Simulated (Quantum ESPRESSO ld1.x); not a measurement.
# Atomic calculation for P

System: the neutral phosphorus atom in the configuration [Ne] 3s2 3p3.
Method: scalar-relativistic Kohn-Sham, PBE, spin-unpolarised, spherical densities, point nucleus (Quantum ESPRESSO ld1.x 7.5).

**Summary**

```tsv
quantity	value
outcome	converged
total energy	−341.902479 hartree
kinetic energy	342.972721 hartree
electron–nucleus energy	−815.428761 hartree
Hartree energy	153.546207 hartree
exchange–correlation energy	−22.992645 hartree
radius at density 0.001 e/bohr³	4.27 bohr
SCF iterations	27
hardware	1 CPU thread, shared host
wall time	1.5 s
```

**Input**
```
 &input
    zed=15.0,
    iswitch=1,
    rel=1,
    dft='PBE',
    config='[Ne] 3s2 3p3',
    prefix='ld1',
    max_out_wfc=37,
    file_charge='ld1.rho',
 /
```

**The program's output**
```
     Program LD1 v.7.5 starts

     --------------------------- All-electron run ----------------------------

     scalar relativistic calculation

     atomic number is 15.00
     dft =PBE   lsd =0 sic =0 latt =0  beta=0.20 tr2=1.0E-14
     Exchange-correlation= PBE
                           (   1   4   3   4   0   0   0)
     mesh =1915 r(mesh) =  99.87804 a.u. xmin = -8.00 dx = 0.00800
     1 Ry =  13.60569312 eV, c = 137.03599908

     n l     nl                  e(Ry)          e(Ha)          e(eV)
     1 0     1S 1( 2.00)      -153.1838       -76.5919     -2084.1722
     2 0     2S 1( 2.00)       -12.7881        -6.3941      -173.9914
     2 1     2P 1( 6.00)        -9.1501        -4.5751      -124.4935
     3 0     3S 1( 2.00)        -1.0267        -0.5134       -13.9693
     3 1     3P 1( 3.00)        -0.4047        -0.2024        -5.5068

     final scf error:  7.1E-15 reached in  27 iterations

     Etot =    -683.804958 Ry,    -341.902479 Ha,   -9303.640412 eV

     Ekin =     685.945442 Ry,     342.972721 Ha,    9332.763185 eV
     Encl =   -1630.857522 Ry,    -815.428761 Ha,  -22188.946978 eV
     Eh   =     307.092413 Ry,     153.546207 Ha,    4178.205132 eV
     Exc  =     -45.985290 Ry,     -22.992645 Ha,    -625.661751 eV

     normalization and overlap integrals

     s(1S/1S) =  1.000000  <r> =   0.1036  <r2> =    0.0144  r(max) =   0.0677
     s(1S/2S) = -0.000920
     s(1S/3S) = -0.000269
     s(2S/2S) =  1.000000  <r> =   0.5197  <r2> =    0.3221  r(max) =   0.4198
     s(2S/3S) = -0.000137
     s(2P/2P) =  1.000000  <r> =   0.4853  <r2> =    0.2957  r(max) =   0.3549
     s(2P/3P) = -0.000093
     s(3S/3S) =  1.000000  <r> =   1.8959  <r2> =    4.1855  r(max) =   1.5714
     s(3P/3P) =  1.000000  <r> =   2.3727  <r2> =    6.7867  r(max) =   1.8293

     ------------------------ End of All-electron run ------------------------
```

**Orbitals**

| orbital | occupation | energy (eV) | ⟨r⟩ (bohr) | outer maximum (bohr) |
| --- | --- | --- | --- | --- |
| 1s | 2 | −2084.2 | 0.1036 | 0.0677 |
| 2s | 2 | −173.991 | 0.5197 | 0.420 |
| 2p | 6 | −124.493 | 0.4853 | 0.355 |
| 3s | 2 | −13.969 | 1.896 | 1.57 |
| 3p | 3 | −5.507 | 2.373 | 1.83 |

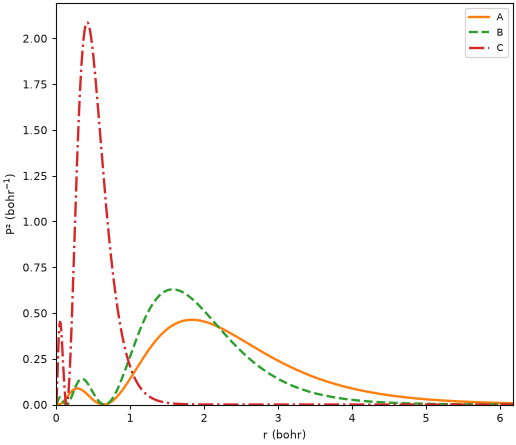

Figure 1. The radial probability densities P² of 3p, 2s and 3s. A is 3p; B is 3s; C is 2s. 2s: outer maximum at 0.420 bohr, ⟨r⟩ = 0.520 bohr, 1 node, eigenvalue −174.0 eV; 3s: outer maximum at 1.57 bohr, ⟨r⟩ = 1.90 bohr, 2 nodes, eigenvalue −14.0 eV; 3p: outer maximum at 1.83 bohr, ⟨r⟩ = 2.37 bohr, 1 node, eigenvalue −5.51 eV.

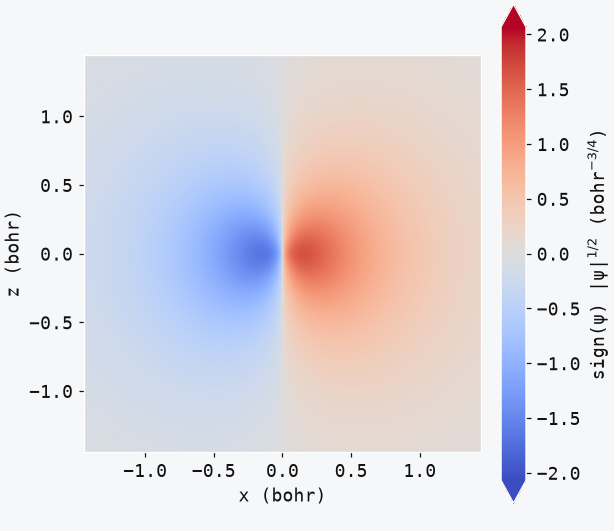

Figure 2. One occupied orbital is shown. In the xz plane through the nucleus, the colour gives the signed square root of ψ. The radial function comes from the spherical calculation and is multiplied by a real spherical harmonic; the overall sign is chosen so that the largest lobe of P(r) is positive; at the scalar-relativistic level it is the large component. It is 2p(x). It has the nodal plane yz and no radial node. The maximum of P² lies at 0.355 bohr, ⟨r⟩ = 0.485 bohr, 90 % of the charge lies within 0.812 bohr, and the eigenvalue is −124.5 eV, with 6 electrons in the shell.

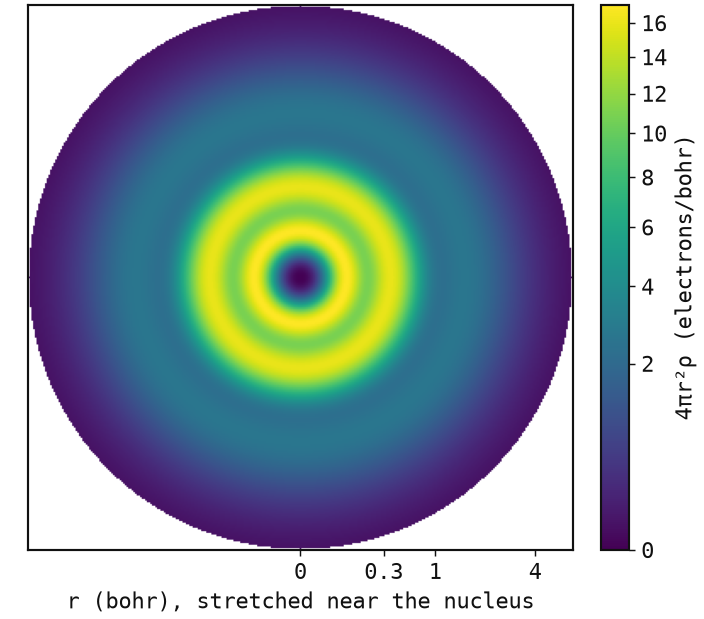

Figure 3. The radial density 4πr²ρ as a disc about the nucleus, with the radius drawn as r to the power 0.4. There are 3 maxima, at r = 0.0699, 0.369 and 1.65 bohr, parted by minima at 0.178 and 1.16 bohr, inside which lie 2.2 and 10.4 electrons.
